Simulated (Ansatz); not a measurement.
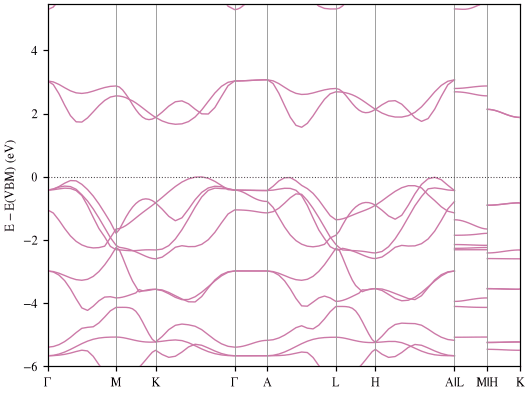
Figure. Band structure from the program Ansatz at the PBE level (PAW)

The gap is 1.46 eV; an edge lies off the plotted path or next to a special point (maximum on the K–Γ line, 55 % of the way from K, minimum off the standard path).

The material is PtS₂ (CdI2 type, space group No. 164).

Space group P-3m1 (CdI2 type). Symmetry was held in the PBE relaxation. The run is not spin-polarised. The volume lies over 15 % above that of the usual cell of this phase: another minimum, or an error of the functional. A crystal of weakly bound layers computed without a dispersion correction: the cell and the soft elastic constants depend strongly on that. Spin–orbit coupling is left out wherever it is not named.

Potentials: the earlier of the program's two PAW sets.
